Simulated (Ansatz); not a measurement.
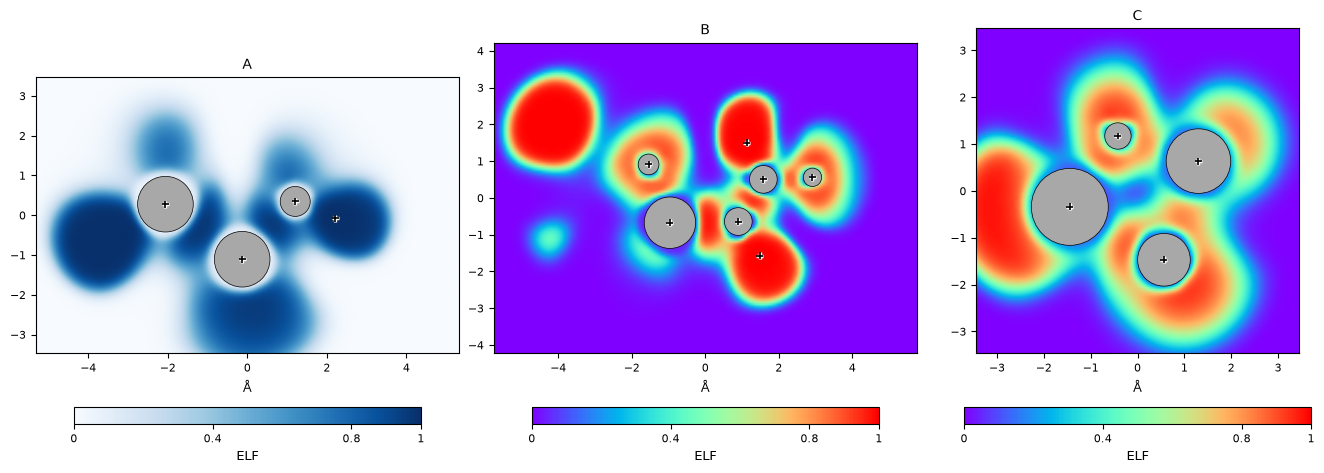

The ELF of 3 systems, each on a plane through atoms (crosses mark nuclei in the plane; grey discs cover the cores).

The calculation used isolated molecule in a Gaussian basis; Kohn-Sham density functional theory, functional PBE0 (Ansatz).

System 1: GeOSSe, the molecular plane. Geometry: PBE0-D3(BJ)/def2-SVP.

```xyz
4

Ge   -0.5307   -1.3093    0.5142
O    -0.4053   -0.1042   -0.8553
S     1.2881   -0.2005    1.3958
Se    0.9849    0.9755   -0.4754
```

System 2: C4H9FOSi2, the plane of atoms C2, Si7 and O6. Geometry: B3LYP/def2-SVP.

```xyz
17

C    -2.3527   -1.1399    0.6447
C    -1.6731    0.0019    0.7667
C     0.4654    1.1939   -1.2746
C     1.6397    0.5141   -2.0402
F    -3.6374   -1.2649    0.9947
O     0.6436   -1.3703   -0.2930
Si    0.1149    0.1318    0.2697
Si    1.4779   -1.3640   -1.7598
H    -1.9408   -2.0783    0.2581
H    -2.2093    0.8628    1.1853
H     0.9345    0.5656    1.4397
H     0.6808    2.2508   -1.0452
H    -0.4470    1.1878   -1.8969
H     2.6066    0.8342   -1.6129
H     1.6616    0.8003   -3.1049
H     2.7850   -2.0656   -1.6240
H     0.6693   -2.0551   -2.8071
```

System 3: CH7Si2 (SMILES C[SiH-][SiH3]) (charge −1), the plane of atoms C1, Si3 and Si2. Geometry: PBE0-D3(BJ)/def2-SVPD.

```xyz
10

C    -1.1554   -0.8677   -1.1944
Si    0.5773    1.5131    0.2133
Si    0.4999    0.0875   -1.6833
H     1.9098    2.2114    0.4037
H     1.5009   -0.8938   -1.0287
H    -0.3955    2.6782    0.1601
H    -1.1911   -1.2363   -0.1550
H     0.2969    0.9500    1.6024
H    -2.0306   -0.2129   -1.3463
H    -1.2923   -1.7359   -1.8620
```

**Which map belongs to which system?**

Panel A is system 3, CH7Si2: the plane holds C, Si and H. C–Si (1.97 Å): the ELF peaks at about 0.95 between the atoms; a shared electron pair. Panel B is system 2, C4H9FOSi2: the plane holds C, F, O, Si and H. C–C (1.33 Å): the ELF peaks at about 0.95 between the atoms (a short, multiple covalent bond). Panel C is system 1, GeOSSe: the plane holds Ge, O, S and Se. Se–O (1.80 Å): the ELF peaks at about 0.80 in the valence shell of O, 0.6 Å from its nucleus, and is about 0.55 at the midpoint.
